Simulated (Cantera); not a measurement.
Charge: 1 mol TiCl₄, 1.6 mol CH₄, held at 1.00 bar.

Method: chemical equilibrium by Gibbs-energy minimisation in Cantera with the NASA 1993 tables (ideal gas, pure condensed phases). Candidate condensed phases: C, C₆H₆, C₇H₈, C₈H₁₈, Ti, TiC, TiCl₂, TiCl₃, TiCl₄; 96 gas species. The tables' values for TiCl₂ are old estimates; treat these amounts as uncertain. TiC: taken at fixed stoichiometry. Equilibrium is a limit: real reactors are often held back by kinetics, nucleation or transport.

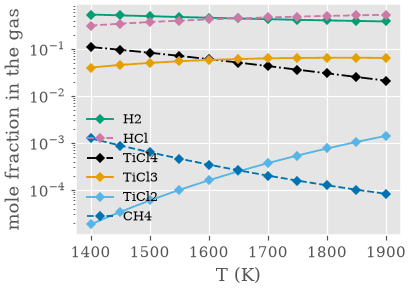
Equilibrium gas composition (values under 1e-9 drawn at 1e-9)

Problem. Read off the mole fractions at 1800 K.

Solution. HCl about 0.50, H₂ about 0.40, TiCl₃ about 0.065, TiCl₄ about 0.030, TiCl₂ about 0.00076, CH₄ about 0.00012.
